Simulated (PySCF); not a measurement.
# One shape, several levels: C7H6 (SMILES C#CC1(C#C)CC1)

Aim: a comparison of 6 runs (BLYP/6-31G*, PBE/6-31G*, SVWN5/6-31G*, TPSS/6-31G*, revPBE/6-31G*, CCSD(T)/6-31G*) of C7H6. Input form: a Python script.

The results are computed with PySCF 2.14.0.

2 further runs of the same task are left out: 2 set aside as unsound or not needed.

**1. The molecule**

C7H6 has 13 atoms, charge 0, and is taken as a singlet. SMILES: `C#CC1(C#C)CC1`. The C3–C4 distance was set to 2.152 Å, away from the relaxed value. At this shape a bond of the SMILES string is far longer than usual.

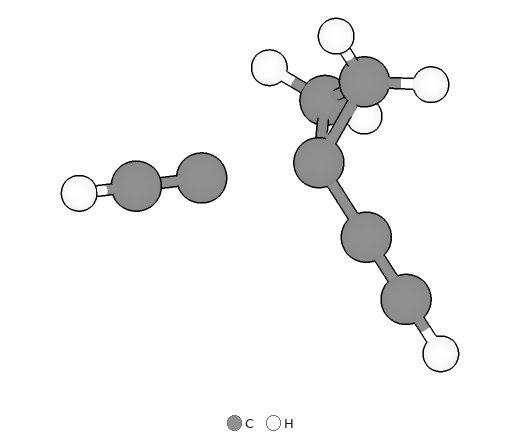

Viewed from a chosen angle; carbon grey, hydrogen white.

**2. The energy at BLYP/6-31G(d) (spherical functions) (run 1)**

Contents of input.py:

```python
from pyscf import gto, dft

mol = gto.M(
    atom=[
    ('C', (-0.806373, -2.824810, 0.670943)),
    ('C', (-0.266453, -1.804380, 0.351453)),
    ('C', (0.380927, -0.580400, -0.022037)),
    ('C', (-0.893810, 1.150000, 0.078690)),
    ('C', (-1.599430, 2.116120, 0.133400)),
    ('C', (1.441747, -0.627860, -1.103547)),
    ('C', (1.849007, -0.411310, 0.315493)),
    ('H', (-1.279153, -3.719860, 0.944463)),
    ('H', (-2.217010, 2.961990, 0.182770)),
    ('H', (1.488117, 0.207540, -1.786477)),
    ('H', (1.643107, -1.587090, -1.556717)),
    ('H', (2.330997, -1.221490, 0.842273)),
    ('H', (2.177587, 0.573360, 0.613523)),
],
    verbose=3,
    basis='6-31g*',
    max_memory=1860,
)

mf = dft.RKS(mol)
mf.xc = 'blyp'
mf.grids.level = 5
mf.conv_tol = 1e-10
mf.kernel()
if not mf.converged:
    mf = mf.newton().run(mf.mo_coeff, mf.mo_occ)

energy = mf.e_tot
print('E(%s) = %.9f' % ('BLYP', energy))
```

Launch:

```
$ OMP_NUM_THREADS=1 python input.py
```

Standard output:

```text
converged SCF energy = -269.941400286569
E(BLYP) = -269.941400287
```

Run time: 40 s. Hardware: 1 thread of Intel Xeon at 2.70GHz, shared host; peak memory 0.59 GiB.

**3. A single-point energy at PBE/6-31G(d) (spherical functions) (run 2)**

Contents of run.py:

```python
from pyscf import gto, dft

mol = gto.Mole()
mol.atom = '''
C     -0.806373    -2.824810     0.670943
C     -0.266453    -1.804380     0.351453
C      0.380927    -0.580400    -0.022037
C     -0.893810     1.150000     0.078690
C     -1.599430     2.116120     0.133400
C      1.441747    -0.627860    -1.103547
C      1.849007    -0.411310     0.315493
H     -1.279153    -3.719860     0.944463
H     -2.217010     2.961990     0.182770
H      1.488117     0.207540    -1.786477
H      1.643107    -1.587090    -1.556717
H      2.330997    -1.221490     0.842273
H      2.177587     0.573360     0.613523
'''
mol.verbose = 3
mol.charge = 0
mol.spin = 0
mol.max_memory = 1860
mol.basis = '6-31g*'
mol.build()

mf = dft.RKS(mol)
mf.xc = 'pbe'
mf.grids.level = 5
mf.conv_tol = 1e-10
mf.kernel()
if not mf.converged:
    mf = mf.newton().run(mf.mo_coeff, mf.mo_occ)

e_final = mf.e_tot
print('E = %.10f Eh' % e_final)
```

Launch:

```
$ OMP_NUM_THREADS=1 python run.py
```

Standard output:

```text
converged SCF energy = -269.700298001133
E = -269.7002980011 Eh
```

Run time: 40 s. Hardware: 1 thread of Intel Xeon at 2.70GHz, shared host; peak memory 0.59 GiB.

**4. A single-point energy at SVWN5/6-31G(d) (spherical functions) (run 3)**

Contents of job.py:

```python
from pyscf import gto, dft

molecule = gto.Mole()
molecule.atom = [
    ('C', (-0.806373, -2.824810, 0.670943)),
    ('C', (-0.266453, -1.804380, 0.351453)),
    ('C', (0.380927, -0.580400, -0.022037)),
    ('C', (-0.893810, 1.150000, 0.078690)),
    ('C', (-1.599430, 2.116120, 0.133400)),
    ('C', (1.441747, -0.627860, -1.103547)),
    ('C', (1.849007, -0.411310, 0.315493)),
    ('H', (-1.279153, -3.719860, 0.944463)),
    ('H', (-2.217010, 2.961990, 0.182770)),
    ('H', (1.488117, 0.207540, -1.786477)),
    ('H', (1.643107, -1.587090, -1.556717)),
    ('H', (2.330997, -1.221490, 0.842273)),
    ('H', (2.177587, 0.573360, 0.613523)),
]
molecule.max_memory = 1860
molecule.verbose = 3
molecule.basis = '6-31g*'
molecule.build()

mf = dft.RKS(molecule)
mf.xc = 'svwn'
mf.grids.level = 5
mf.conv_tol = 1e-10
mf.kernel()
if not mf.converged:
    mf = mf.newton().run(mf.mo_coeff, mf.mo_occ)

etot = mf.e_tot
print('E(%s) = %.9f' % ('SVWN5', etot))
```

Launch:

```
$ OMP_NUM_THREADS=1 python job.py
```

Standard output:

```text
converged SCF energy = -267.525739483339
E(SVWN5) = -267.525739483
```

Wall time 23 s (1 thread of Intel Xeon at 2.70GHz, shared host); peak memory 0.41 GiB.

Runs 4 to 5 aren't shown in full; the table further down has their settings and results.

**5. A single-point energy at CCSD(T)/6-31G(d) (spherical functions) (run 6)**

Contents of calc.py:

```python
from pyscf import gto, scf, cc

molecule = gto.M(
    atom='''
C       -0.806373      -2.824810       0.670943
C       -0.266453      -1.804380       0.351453
C        0.380927      -0.580400      -0.022037
C       -0.893810       1.150000       0.078690
C       -1.599430       2.116120       0.133400
C        1.441747      -0.627860      -1.103547
C        1.849007      -0.411310       0.315493
H       -1.279153      -3.719860       0.944463
H       -2.217010       2.961990       0.182770
H        1.488117       0.207540      -1.786477
H        1.643107      -1.587090      -1.556717
H        2.330997      -1.221490       0.842273
H        2.177587       0.573360       0.613523
''',
    verbose=4,
    max_memory=1860,
    basis='6-31g*',
    spin=0,
)

calc0 = scf.RHF(molecule)
calc0.conv_tol = 1e-10
calc0.kernel()
if not calc0.converged:
    calc0 = calc0.newton().run(calc0.mo_coeff, calc0.mo_occ)

mycc = cc.CCSD(calc0, frozen=7)
mycc.kernel()
e_t = mycc.ccsd_t()
energy = mycc.e_tot + e_t
print(f'total energy: {energy:.8f} hartree')
```

Launch:

```
$ OMP_NUM_THREADS=1 python calc.py
```

Standard output:

```text
PySCF version 2.14.0

[... 73 lines left out ...]
converged SCF energy = -268.276053903524
[... 12 lines left out ...]
Init t2, MP2 energy = -269.153281213256  E_corr(MP2) -0.87722730973127
[... 15 lines left out ...]
CCSD converged
[... 2 lines left out ...]
total energy: -269.24417834 hartree
```

It took 1.9 min on 1 thread of Intel Xeon at 2.70GHz, shared host; peak memory 0.97 GiB.

**6. All runs side by side**

| run | level | integration grid | frozen core orbitals | energy (Eh) | dipole moment (D) of the reference | HOMO energy (eV) | LUMO energy (eV) | wall time |
| --- | --- | --- | --- | --- | --- | --- | --- | --- |
| 1 | BLYP/6-31G* (spherical functions) | 5 | – | -269.941400 | 2.23 | -5.75 | -2.54 | 40 s |
| 2 | PBE/6-31G* (spherical functions) | 5 | – | -269.700298 | 2.19 | -6.01 | -2.72 | 40 s |
| 3 | SVWN5/6-31G* (spherical functions) | 5 | – | -267.525739 | 2.12 | -6.16 | -2.84 | 23 s |
| 4 | TPSS/6-31G* (spherical functions) | 5 | – | -270.117766 | 2.30 | -6.01 | -2.62 | 72 s |
| 5 | revPBE/6-31G* (spherical functions) | 5 | – | -269.994427 | 2.21 | -5.96 | -2.67 | 42 s |
| 6 | CCSD(T)/6-31G* (spherical functions) | – | 7 | -269.244178 | 2.70 | -10.03 | 2.31 | 1.9 min |

**7. What came out**

| quantity | value |
| --- | --- |
| run 6: total energy | -269.24418 Eh |
| run 6: dipole moment (Hartree–Fock density) | 2.70 D |
| run 6: HOMO energy (Hartree–Fock orbitals) | -10.03 eV |
| run 6: LUMO energy (Hartree–Fock orbitals) | 2.31 eV |
| run 6: HOMO–LUMO gap (Hartree–Fock orbitals) | 12.35 eV |
| run 6: correlation energy (7 core orbitals frozen) | -968.1 mEh |
| run 6: (T) correction | -42.61 mEh |
| run 6: T1 diagnostic | 0.015 |

**Reading.** Over runs 1, 2, 3, 4, 5 the dipole moment (its size) runs from 2.12 D (SVWN5/6-31G*) to 2.30 D (TPSS/6-31G*). Over runs 1, 2, 3, 4, 5 the HOMO–LUMO gap runs from 3.21 eV (BLYP/6-31G*) to 3.40 eV (TPSS/6-31G*). Totals of different functionals can't be ranked against each other. All runs together took 5.5 min, the longest 1.9 min.
